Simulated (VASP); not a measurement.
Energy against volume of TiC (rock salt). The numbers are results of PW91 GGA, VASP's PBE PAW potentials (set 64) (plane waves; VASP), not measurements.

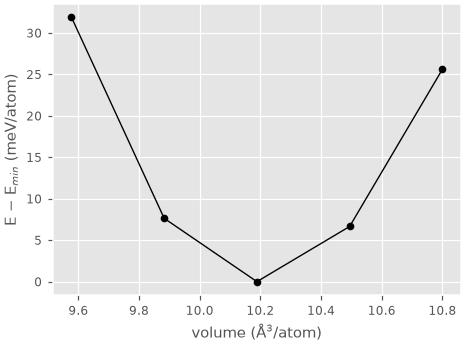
Fig. 1. Energy against volume

Estimate the equilibrium volume and the bulk modulus.

The minimum lies near 10.2 Å³/atom, and the curvature gives B0 of about 250 GPa.

Measured: a 4.330 Å (computed value off by +0.1 %), as given by Guo-Xu Zhang et al., New Journal of Physics (2018), doi:10.1088/1367-2630/aac7f0. The calculation is for a static lattice, while the measured a holds thermal and zero-point effects, which are part of the difference.

The compound is TiC in the rock salt structure. It was relaxed first.
